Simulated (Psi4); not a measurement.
**triplet C2F2: UB2PLYP/cc-pVTZ (density fitting for correlation)**

Aim: the energy of triplet C2F2. 

The results are computed with Psi4 1.11.

1 further run of the same task is left out (set aside as unsound or not needed).

### Step 1. Starting point

The species is C2F2 (4 atoms), meant as a triplet with charge 0. As SMILES of the parent species, `FC#CF`. The shape is that of a PBE0-D4/def2-TZVP optimisation. That shape belongs to the parent species and isn't relaxed for this state.

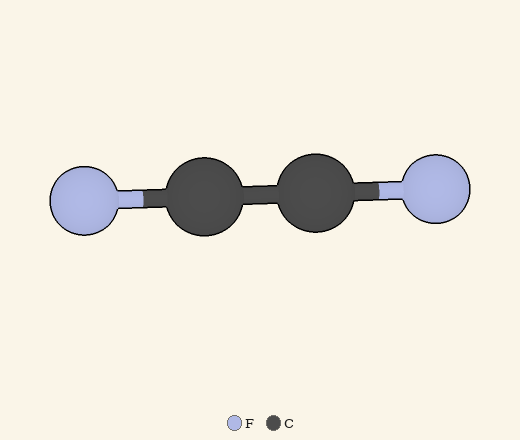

The structure, seen from a chosen angle (fluorine light blue, carbon dark grey).

### Step 2. The energy at UB2PLYP/cc-pVTZ (density fitting for correlation)

The input, run.py:

```python
import psi4

psi4.set_memory('1600 MB')
psi4.set_num_threads(1)
psi4.set_output_file('output.dat', False)

mol = psi4.geometry("""
0 3
F     -0.136400     0.128000     1.852800
C     -0.033700     0.030200     0.583200
C      0.061400    -0.060400    -0.593400
F      0.164100    -0.158200    -1.863000
symmetry c1
no_reorient
no_com
""")

options = {'basis': 'cc-pVTZ', 'reference': 'uks', 'puream': True, 'e_convergence': 1e-09, 'd_convergence': 1e-08, 'scf_type': 'pk', 'dft_radial_points': 99, 'dft_spherical_points': 590, 'num_frozen_docc': 4, 'maxiter': 200}
psi4.set_options(options)

result = psi4.energy("b2plyp", molecule=mol)
print(f'b2plyp energy: {result:.10f} Eh')
```

Launch:

```sh
python run.py
```

output.dat:

```text
[...]
  Running in c1 symmetry.
[...]
  Nuclear repulsion =   95.510996951943412
[...]
  Multiplicity = 3
[...]
  Nalpha       = 16
  Nbeta        = 14
[...]
    Number of basis functions: 120
[...]
   @UKS iter   1:  -275.12826650508782   -1.04225e-01   2.91055e-03 DIIS/ADIIS
[...]
   @UKS iter  11:  -275.18611674634963   -1.90425e-11   4.44271e-09 DIIS
[...]
   @S^2 Observed:                2.006822748E+00
[...]
    Orbital Energies [Eh]
    ---------------------
    Alpha Occupied:
       1A    -25.435065     2A    -25.435064     3A    -10.768770
       4A    -10.765354     5A     -1.483870     6A     -1.482099
       7A     -0.995890     8A     -0.768309     9A     -0.734121
      10A     -0.656799    11A     -0.640164    12A     -0.623365
      13A     -0.612106    14A     -0.421233    15A     -0.389055
      16A     -0.102712
    Alpha Virtual:
      17A      0.082126    18A      0.088352    19A      0.108371
      20A      0.277987    21A      0.290134    22A      0.304373
      23A      0.381822    24A      0.396829    25A      0.408107
[...]
  @UKS Final Energy:  -275.18611674634963
   => Energetics <=
    Nuclear Repulsion Energy =             95.5109969519434117
    One-Electron Energy =                -568.8138604993134777
    Two-Electron Energy =                 213.3096119468896177
    DFT Exchange-Correlation Energy =     -15.1928651458692023
    Empirical Dispersion Energy =           0.0000000000000000
    VV10 Nonlocal Energy =                  0.0000000000000000
    Total Energy =                       -275.1861167463496258
[...]
 Multipole Moments:
 ------------------------------------------------------------------------------------
     Multipole            Electronic (a.u.)      Nuclear  (a.u.)        Total (a.u.)
 ------------------------------------------------------------------------------------
 L = 1.  Multiply by 2.5417464519 to convert [e a0] to [Debye]
 Dipole X            :         -0.7851812            0.7851812           -0.0000000
 Dipole Y            :          0.8560459           -0.8560459            0.0000000
 Dipole Z            :          0.2891281           -0.2891281            0.0000000
 Magnitude           :                                                    0.0000000
[...]
```

On the terminal:

```text
b2plyp energy: -275.4458645761 Eh
```

It took 21 s on 1 thread of AMD EPYC 7R43 (Zen 3), shared host; peak memory 0.73 GiB.

### Step 3. Outcome

At UB2PLYP/cc-pVTZ (density fitting for correlation), 4 core orbitals frozen:

```
                                                quantity          value
                                            total energy  -275.44586 Eh
HOMO energy (SCF part's orbitals) (highest over α and β)       -2.79 eV
                                                    ⟨S²⟩          2.007
```
